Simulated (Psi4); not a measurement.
# Si2H2OF2 (SMILES F[Si]1(F)O[SiH2]1): CAM-B3LYP/def2-SVP

Aim: the vertical ionisation energy of Si2H2OF2 at CAM-B3LYP/def2-SVP, from 2 runs. 

The results are computed with Psi4 1.11.

1 further run of the same task is left out (set aside as unsound or not needed). Runs told in other sessions of the task aren't counted.

## Step 1: The structure to begin with

Si2H2OF2: 7 atoms, total charge 0, spin state singlet. SMILES: `F[Si]1(F)O[SiH2]1`. The coordinates come from a PBE0-D4/def2-TZVP relaxation.

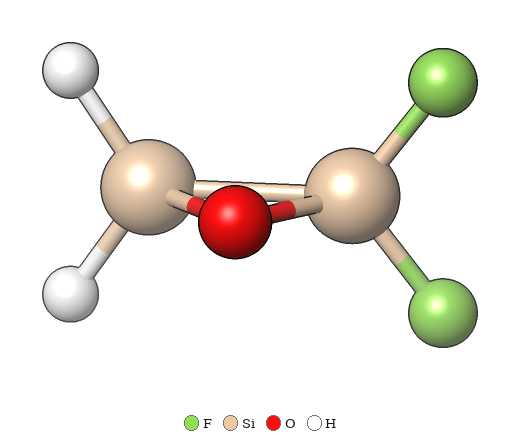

Viewed from a chosen angle; fluorine green, silicon light orange, oxygen red, hydrogen white.

## Step 2: A single-point energy at CAM-B3LYP/def2-SVP

File f2h2osi2.in:

```
memory 2200 MB

molecule mol {
  0 1
  F      0.80162182    -3.04642749     3.20081811
  Si     0.07162062    -1.93885900     0.52931229
  F     -0.36698481    -4.32369337    -1.20772397
  O      2.08531278     0.14720967    -0.60868078
  Si    -0.57598852     2.00046408    -0.43992824
  H     -0.38229160     4.13623254     1.36060281
  H     -1.51707213     2.89657220    -2.92057173
  units au
  symmetry c1
  no_reorient
  no_com
}

set globals {
  basis                def2-SVP
  puream               true
  e_convergence        1e-09
  d_convergence        1e-08
  scf_type             pk
  dft_radial_points    99
  dft_spherical_points 590
}

E, wfn = energy("cam-b3lyp", return_wfn=True)
print_variables()
```

On the command line:

```console
psi4 -i f2h2osi2.in -o f2h2osi2.out -n 1
```

f2h2osi2.out:

```text
[...]
  Running in c1 symmetry.
[...]
  Nuclear repulsion =  309.676526495094549
[...]
  Multiplicity = 1
[...]
  Nalpha       = 28
  Nbeta        = 28
[...]
    Number of basis functions: 88
[...]
   @RKS iter   1:  -854.56191099563853   -2.96053e-01   8.55313e-03 DIIS/ADIIS
[...]
   @RKS iter  12:  -854.77251033811365   -2.27374e-12   8.25701e-09 DIIS
[...]
    Orbital Energies [Eh]
    ---------------------
    Doubly Occupied:
       1A    -66.292577     2A    -66.238761     3A    -24.774238
       4A    -24.774222     5A    -19.218608     6A     -5.452765
       7A     -5.407773     8A     -3.816687     9A     -3.816062
      10A     -3.813853    11A     -3.771966    12A     -3.769184
      13A     -3.768087    14A     -1.281930    15A     -1.258499
      16A     -1.079885    17A     -0.645708    18A     -0.628041
      19A     -0.581255    20A     -0.560542    21A     -0.547422
      22A     -0.517730    23A     -0.509094    24A     -0.506110
      25A     -0.475083    26A     -0.468936    27A     -0.398361
      28A     -0.327104
[...]
  @RKS Final Energy:  -854.77251033811365
   => Energetics <=
    Nuclear Repulsion Energy =            309.6765264950945493
    One-Electron Energy =               -1801.9560915317529179
    Two-Electron Energy =                 691.9236039561895950
    DFT Exchange-Correlation Energy =     -54.4165492576448244
    Empirical Dispersion Energy =           0.0000000000000000
    VV10 Nonlocal Energy =                  0.0000000000000000
    Total Energy =                       -854.7725103381136478
[...]
 Multipole Moments:
 ------------------------------------------------------------------------------------
     Multipole            Electronic (a.u.)      Nuclear  (a.u.)        Total (a.u.)
 ------------------------------------------------------------------------------------
 L = 1.  Multiply by 2.5417464519 to convert [e a0] to [Debye]
 Dipole X            :        -12.2814946           11.6337210           -0.6477736
 Dipole Y            :         57.9632143          -57.2581345            0.7050798
 Dipole Z            :        -12.7922640           12.7598088           -0.0324552
 Magnitude           :                                                    0.9580195
[...]
```

Wall time 16 s (1 thread of Intel Xeon Platinum 8488C (Sapphire Rapids), shared host); peak memory 1.1 GiB.

## Step 3: The doublet cation: energy and forces at UCAM-B3LYP/def2-SVP

File calc.in:

```
memory 2200 mb

molecule molecule1 {
  1 2
  F      0.80162182    -3.04642749     3.20081811
  Si     0.07162062    -1.93885900     0.52931229
  F     -0.36698481    -4.32369337    -1.20772397
  O      2.08531278     0.14720967    -0.60868078
  Si    -0.57598852     2.00046408    -0.43992824
  H     -0.38229160     4.13623254     1.36060281
  H     -1.51707213     2.89657220    -2.92057173
  units bohr
  symmetry c1
}

set {
  basis                def2-SVP
  reference            uks
  puream               true
  e_convergence        1e-09
  d_convergence        1e-08
  scf_type             pk
  dft_radial_points    99
  dft_spherical_points 590
  maxiter              100
}

e_tot, wfn = gradient('cam-b3lyp', return_wfn=True)
oeprop(wfn, 'LOWDIN_CHARGES', 'QUADRUPOLE', 'MAYER_INDICES', title='CAM-B3LYP')
print_variables()
```

On the command line:

```console
psi4 -i calc.in -o calc.out -n 1
```

calc.out, cut to the lines that bear on the results:

```text
[...]
  Running in c1 symmetry.
[...]
  Nuclear repulsion =  309.676526495094549
[...]
  Multiplicity = 2
[...]
  Nalpha       = 28
  Nbeta        = 27
[...]
    Number of basis functions: 88
[...]
   @UKS iter   1:  -854.22239646020455    4.34612e-02   7.69038e-03 DIIS/ADIIS
[...]
   @UKS iter  14:  -854.40539356493548   -8.41283e-12   9.31070e-09 DIIS
[...]
   @S^2 Observed:                7.538641981E-01
[...]
  @UKS Final Energy:  -854.40539356493548
   => Energetics <=
    Nuclear Repulsion Energy =            309.6765264950945493
    One-Electron Energy =               -1788.0671337891785697
    Two-Electron Energy =                 678.1794025981162122
    DFT Exchange-Correlation Energy =     -54.1941888689676716
    Empirical Dispersion Energy =           0.0000000000000000
    VV10 Nonlocal Energy =                  0.0000000000000000
    Total Energy =                       -854.4053935649354798
  UHF NO Occupations:
  HONO-2 :   26  A 1.9998258
  HONO-1 :   27  A 1.9984791
[...]
  -Total Gradient:
     Atom            X                  Y                   Z
    ------   -----------------  -----------------  -----------------
       1        0.010623544350    -0.012269894261    -0.000946232150
       2       -0.044231496678     0.097011980206    -0.016344623146
       3        0.011389707116    -0.011460083682     0.001952205996
       4        0.027501538990    -0.008623801340    -0.004789592735
       5       -0.015451682834    -0.084714174196     0.028672319668
       6        0.004056241411     0.008829310802    -0.008195411383
       7        0.006137315188     0.011132871410    -0.000328051379
[...]
 Multipole Moments:
 ------------------------------------------------------------------------------------
     Multipole            Electronic (a.u.)      Nuclear  (a.u.)        Total (a.u.)
 ------------------------------------------------------------------------------------
[...]
```

It took 34 s on 1 thread of Intel Xeon Platinum 8488C (Sapphire Rapids), shared host; peak memory 1.1 GiB.

## Step 4: Summary of results

Level: CAM-B3LYP/def2-SVP.

| quantity | value |
| --- | --- |
| singlet Si2H2OF2: total energy | -854.77251 Eh |
| singlet Si2H2OF2: dipole moment | 2.44 D |
| singlet Si2H2OF2: HOMO energy | -8.90 eV |
| singlet Si2H2OF2: LUMO energy | -0.17 eV |
| singlet Si2H2OF2: HOMO–LUMO gap | 8.73 eV |
| doublet cation: total energy | -854.40539 Eh |
| doublet cation: HOMO energy (highest over α and β) | -16.95 eV |
| doublet cation: LUMO energy (lowest over α and β) | -11.07 eV |
| doublet cation: ⟨S²⟩ | 0.754 |
| doublet cation: largest force on an atom | 5.547 eV/Å |
| vertical ionisation energy (to the doublet cation) | 9.990 eV |

What this shows: Removing an electron at fixed nuclei costs 9.99 eV (964 kJ/mol). The negative HOMO energy of the first species, 8.90 eV, lies 1.09 eV below that difference. With no_com the log's rotational constants are taken about the origin, not the centre of mass, so they aren't the molecule's.
